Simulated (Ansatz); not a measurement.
Input file:

```
crystal:
  periodic: [false, false, false]
  atoms:
    - symbol: O
      position_ang: [-3.098138, -3.136781, 2.000001]
    - symbol: O
      position_ang: [-0.733707, -2.487220, 3.199366]
    - symbol: Se
      position_ang: [-2.209390, -2.007453, 2.742493]
basis:
  gaussian:
    orbitals: def2-TZVPD
hamiltonian:
  xc: {name: PBE0}
output:
  forces: true
  orbitals: {seedname: orbitals}
```

Launched as:

```sh
ansatz run input.yaml --threads 1 --pin off --max-ram 2610MiB --events-out events.jsonl --progress --plain --runs-dir runs
```

Geometry: r2SCAN-D4/def2-SVP.

Level of theory: Ansatz 0.2.0, isolated molecule in a Gaussian basis; Kohn-Sham density functional theory, functional PBE0.

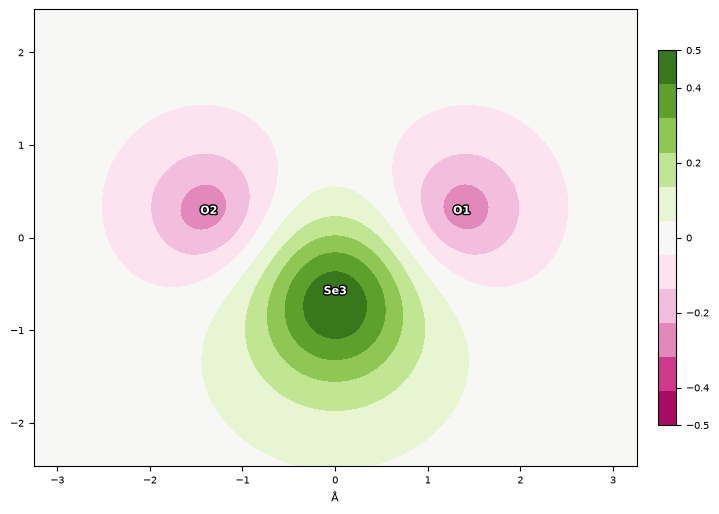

O₂Se (SMILES O=[Se]=O). The LUMO on a plane 0.8 Å above the molecular plane (values in Å⁻³ᐟ²; the overall sign is arbitrary).

Question: Describe this orbital and give its energy.

Answer: Its weight (Hirshfeld) is mainly on Se3 (about 55 %), O1 (about 20 %) and O2 (about 20 %); it changes sign across the molecular plane (π type); π-antibonding (a node) across O1–Se3 and O2–Se3. Its energy is −4.30 eV.
